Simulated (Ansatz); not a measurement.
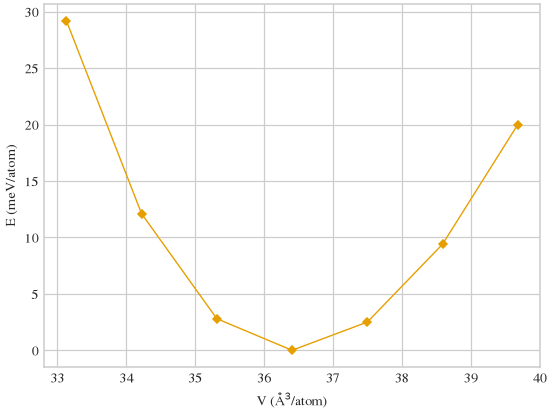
Figure: AgI (zinc blende, F-43m) under volume change, plane-wave PAW PBE (Ansatz code), scaled uniformly.

### Question
What does a third-order Birch–Murnaghan fit give for V₀, B₀ and B′?

### Answer
V₀ = 36.41 Å³/atom, B₀ = 26.0 GPa, B′ = 5.3.

Symmetry was held in the PBE relaxation. The run is not spin-polarised. Scalar-relativistic: spin–orbit coupling is off unless named, which matters more the heavier the elements.

Potentials: the earlier of the program's two PAW sets.
